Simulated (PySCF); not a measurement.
**C₄H₇BrN₂Si: density, localisation and related maps**

```xyz
15

C    -1.6928    0.7996    0.7692
C    -1.1819   -0.5939    0.9064
N    -0.3332   -1.2479    0.2458
C     0.4427   -0.7853   -0.8655
C    -0.0527    0.2374   -1.7428
N    -0.3912    1.0424   -2.4849
Si    2.1515   -0.2838   -0.1274
Br    1.8510    1.4064    1.2607
H    -2.7818    0.7865    0.7753
H    -1.3458    1.2942   -0.1326
H    -1.3635    1.3759    1.6344
H    -1.6073   -1.1544    1.7364
H     0.6312   -1.6695   -1.4916
H     3.0343    0.1918   -1.1795
H     2.6350   -1.3915    0.6742
```

Geometry: GFN2-xTB.

Theory: PBE0/def2-SVPD, SCF density, gas phase (PySCF 2.14.0).

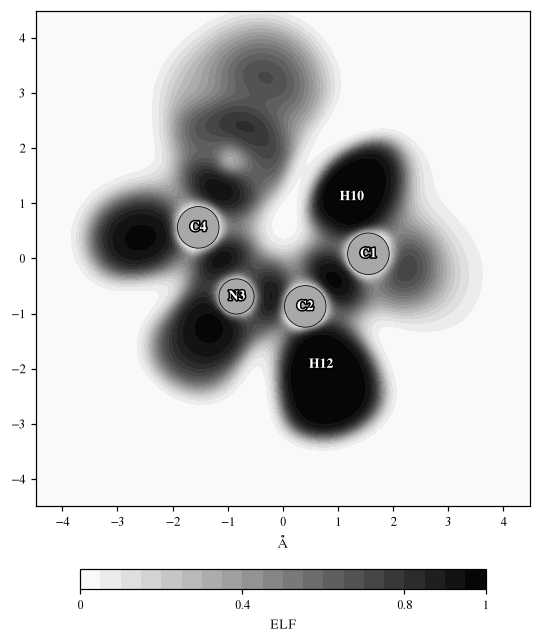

Figure 1. ELF on the plane of atoms N3, C2 and H12. Grey discs cover the atomic cores.

Question: What do the fields say about this system?

Answer: Atoms in the plane: C, N and H. C–H (1.09 Å): the ELF climbs to about 1 towards the hydrogen, as it does in any bond to H: a covalent bond by its length. C–N (1.26 Å): the ELF peaks at about 0.90 between the atoms; a short, multiple covalent bond. C–C (1.49 Å): the ELF peaks at about 0.95 between the atoms (localised, covalent bonding). The ELF also peaks beside N3, away from the bonds: lone-pair regions.

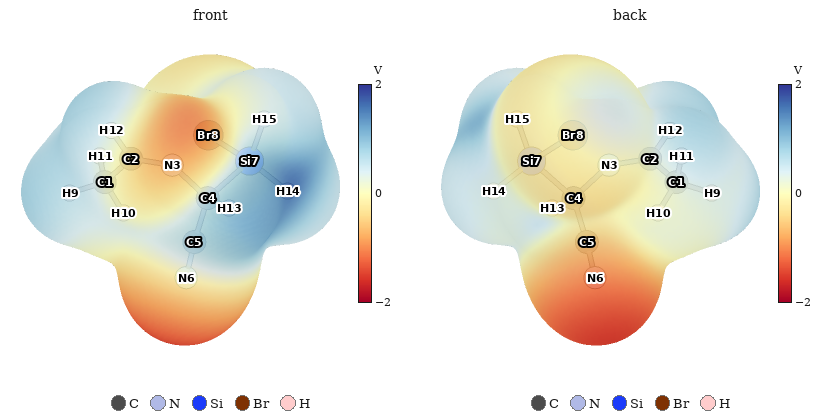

Figure 2. The electrostatic potential painted on the density surface at 0.001 e/bohr³, seen from the front and from behind; the colour scale runs from red (negative) to blue (positive).

Question: Which sites attract a positive test charge, and which a negative one?

Answer: A positive charge is drawn to the negative regions and a negative charge to the positive ones. The most negative region (about −1.5 V) lies over N6, the most positive (about +1.5 V) over Si7. Br8 shows a σ-hole: about +0.4 V at the tip opposite its bond, against about −0.2 V on its flanks. N6 is the likeliest acceptor of a hydrogen bond.
